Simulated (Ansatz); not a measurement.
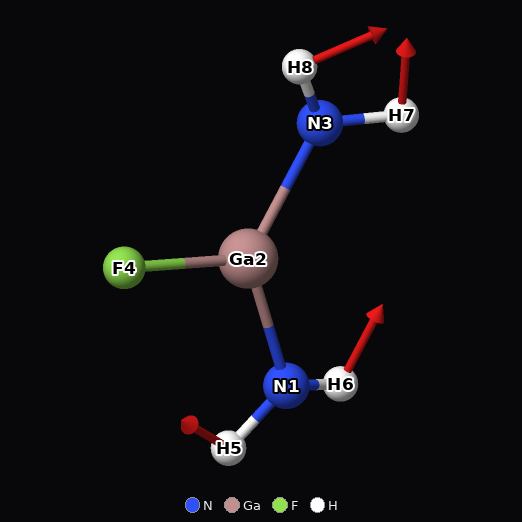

The arrows show one normal mode. Harmonic vibrations computed with RKS PBE0-D4/def2-TZVP (Ansatz 0.2.0) at a stationary point of the same level.

### Describe the motion.

Mostly angle bending.

### At what wavenumber does it lie?

1558 cm⁻¹; it is mode 13 of 18 counted from the lowest.
